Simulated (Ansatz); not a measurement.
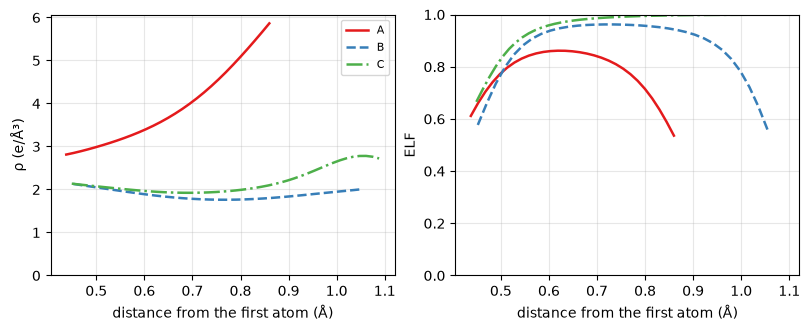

Figure 1: C$_{7}$H$_{14}$O (SMILES CCC(C)(C)C(C)=O). Electron density and electron localisation function along straight lines between neighbouring atoms. The curves leave out the atomic cores.

Geometry: PBE0-D4/def2-TZVP.

Computed with RKS PBE0-D4/def2-TZVPP in Ansatz 0.2.0.

```xyz
22

C    -0.5558   -2.2828    0.4296
C     0.1994   -1.4349   -0.5797
C     0.0960    0.0789   -0.3721
C    -1.3583    0.5438   -0.3986
C     0.8684    0.7808   -1.4975
C     0.8069    0.4798    0.9242
C     0.4145    1.7776    1.5814
O     1.6859   -0.2025    1.3916
H    -1.6337   -2.1090    0.3884
H    -0.2143   -2.0829    1.4474
H    -0.3917   -3.3445    0.2333
H    -0.1632   -1.6546   -1.5904
H     1.2571   -1.7071   -0.5566
H    -1.8388    0.1877   -1.3139
H    -1.9313    0.1592    0.4474
H    -1.4371    1.6326   -0.3903
H     1.9078    0.4469   -1.5217
H     0.8584    1.8678   -1.3832
H     0.4089    0.5435   -2.4608
H    -0.5728    1.6728    2.0404
H     1.1425    2.0243    2.3519
H     0.3420    2.5926    0.8580
```

Question: Which curve belongs to which contact (C–C, C–H and C–O)? The first atom named is at distance zero.

Answer: Curve A: C–O (1.21 Å): the density is about 3.4 e/Å³ at the midpoint; the ELF peaks at about 0.85 between the atoms; a short, multiple covalent bond. Curve B: C–C (1.51 Å): the density is about 1.8 e/Å³ at the midpoint; the ELF peaks at about 0.95 between the atoms: a covalent bond. Curve C: C–H (1.09 Å): ρ is about 2 e/Å³ halfway; the ELF climbs to about 1 towards the hydrogen, as it does in any bond to H; a covalent bond by its length.
